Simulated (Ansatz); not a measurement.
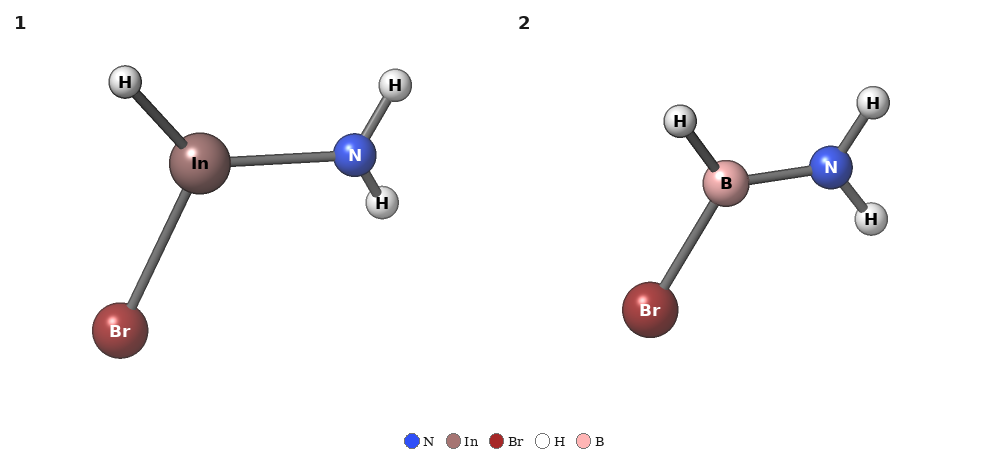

2 molecules with one skeleton, seen from the same side and at one scale. Each species is neutral and a spin singlet. Computed geometries: PBE0-D4/def2-TZVP optimisations, one conformation each. Properties computed with Ansatz 0.2.0. Elements past Kr carry core potentials.

One atom differs, called X below: In in panel 1, B in panel 2. Their formulas are BrH3InN (`[NH2][InH][Br]`), BBrH3N (`NBBr`).

**In which is the length of X–N larger (PBE0-D4/def2-TZVP)?**

In panel 1 (X = In).

**In which is the HOMO–LUMO gap larger (PBE-D4/def2-TZVPP)?**

In panel 2 (X = B).

Give the values. With PBE0-D4/def2-TZVP: length of X–Br (Å), length of X–H (Å), length of X–N (Å), angle N–X–Br (°), harmonic zero-point energy (kJ/mol). With PBE-D4/def2-TZVPP: dipole moment (D), HOMO energy (Kohn–Sham orbital) (eV), HOMO–LUMO gap (eV).

| quantity | 1 (In) | 2 (B) | 2 − 1 |
| --- | --- | --- | --- |
| length of X–Br (Å) | 2.479 | 1.931 | −0.548 |
| length of X–H (Å) | 1.695 | 1.190 | −0.505 |
| length of X–N (Å) | 1.996 | 1.380 | −0.616 |
| angle N–X–Br (°) | 109.9 | 119.6 | +9.7 |
| dipole moment (D) | 2.91 | 2.80 | −0.11 |
| HOMO energy (Kohn–Sham orbital) (eV) | −6.14 | −6.73 | −0.59 |
| HOMO–LUMO gap (eV) | 4.16 | 5.77 | +1.61 |
| harmonic zero-point energy (kJ/mol) | 83.3 | 107.5 | +24.2 |
